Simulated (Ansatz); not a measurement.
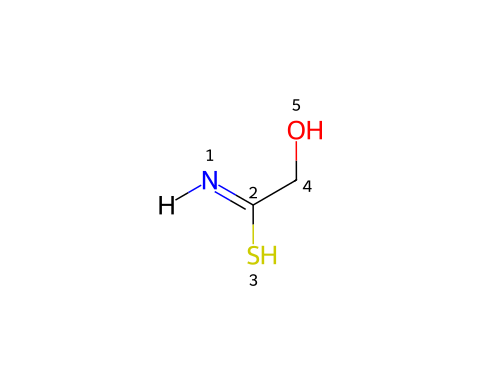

Skeletal drawing with numbered atoms; wedges and dashes mark any stereocentres. The configuration is that of a computed structure (PBE0-D4/def2-TZVP).

Assign CIP descriptors.

N1=C2: Z.
